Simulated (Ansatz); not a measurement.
# CH₇HfNO₃: how energies converge with the basis set

How large a basis does CH₇HfNO₃ need? Two functionals are run in growing sets.

Method: one geometry, several basis sets; program: Ansatz 0.2.0, Gaussian basis.

Plan: PBE0-D4/def2-SVP; ωB97M-V/def2-SVP; PBE0-D4/def2-QZVPP; ωB97M-V/def2-QZVPP; the functionals' def2-TZVPP values are taken from earlier runs.

### 1 The relaxed structure

The geometry comes from an earlier relaxation with PBE0-D4 in a triple-zeta def2 set; it is a stationary point, not always the lowest conformer. Hf takes the def2 core potential; no spin-orbit term is included.

SMILES `C[NH][Hf]([OH])([OH])[OH]`, 13 atoms, charge 0, spin multiplicity 1.

Atoms are counted from 1 here; the program's logs count them from 0.

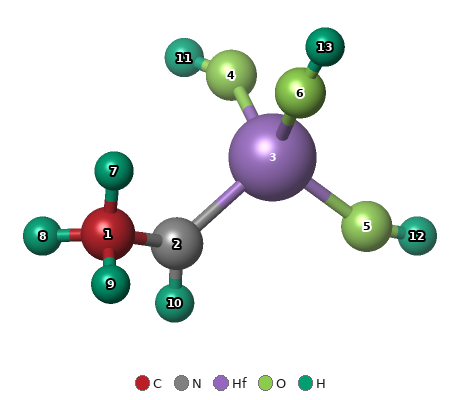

The geometry (carbon red, nitrogen grey, hafnium purple, oxygen green, hydrogen teal); atoms are numbered from 1 in the order of the file.

As a file:

```xyz
13

C     1.15194   -1.41640    1.08606
N     0.94089   -0.62118   -0.10501
Hf   -0.53150    0.73310   -0.48660
O    -2.12112   -0.14875   -1.18364
O     0.17715    1.92887   -1.83726
O    -0.98048    1.55295    1.21263
H     0.39219   -1.17658    1.83536
H     1.08422   -2.49481    0.89221
H     2.12643   -1.22211    1.55155
H     1.66688   -0.78602   -0.79011
H    -2.52362   -0.97051   -1.44704
H     0.11782    2.55604   -2.54989
H    -1.50080    2.06540    1.82175
```

### 2 PBE0-D4 in def2-SVP

File in.yaml:

```yaml
crystal:
  periodic: [false, false, false]
  atoms:
    - {symbol: C, position_ang: [1.151938, -1.416396, 1.086056]}
    - {symbol: N, position_ang: [0.940887, -0.621182, -0.105015]}
    - {symbol: Hf, position_ang: [-0.531503, 0.733104, -0.486597]}
    - {symbol: O, position_ang: [-2.121118, -0.148746, -1.183636]}
    - {symbol: O, position_ang: [0.177150, 1.928865, -1.837262]}
    - {symbol: O, position_ang: [-0.980480, 1.552947, 1.212634]}
    - {symbol: H, position_ang: [0.392188, -1.176579, 1.835363]}
    - {symbol: H, position_ang: [1.084224, -2.494813, 0.892205]}
    - {symbol: H, position_ang: [2.126432, -1.222106, 1.551550]}
    - {symbol: H, position_ang: [1.666877, -0.786023, -0.790109]}
    - {symbol: H, position_ang: [-2.523622, -0.970511, -1.447042]}
    - {symbol: H, position_ang: [0.117823, 2.556042, -2.549895]}
    - {symbol: H, position_ang: [-1.500796, 2.065398, 1.821748]}
basis:
  gaussian: {orbitals: def2-SVP}
hamiltonian: {xc: pbe0, dispersion: d4}
output: {orbitals: {seedname: orbitals}}
```

Launch:

```bash
$ ansatz run in.yaml --threads 4 --pin off --events-out ev --progress --plain --max-ram 11315MiB
```

The runs that follow: ωB97M-V in def2-SVP; PBE0-D4 in def2-QZVPP; ωB97M-V in def2-QZVPP.

**Question.** What will the summary of the whole plan be? Wanted: PBE0-D4: double and triple zeta above quadruple; ωB97M-V: double and triple zeta above quadruple.

The runs gave:

| quantity | value |
| --- | --- |
| PBE0-D4: double and triple zeta above quadruple | 11.58, 0.53 eV |
| ωB97M-V: double and triple zeta above quadruple | 11.90, 0.51 eV |

In words: PBE0-D4 gains 11.05 eV from double to triple zeta, then 0.53 eV more. These are total energies; as a rule much of such shifts cancels in differences, which this series doesn't test. The LUMO of ωB97M-V is positive and keeps falling with the basis (1.50 to 0.61 eV): an unbound level that the basis holds in place.
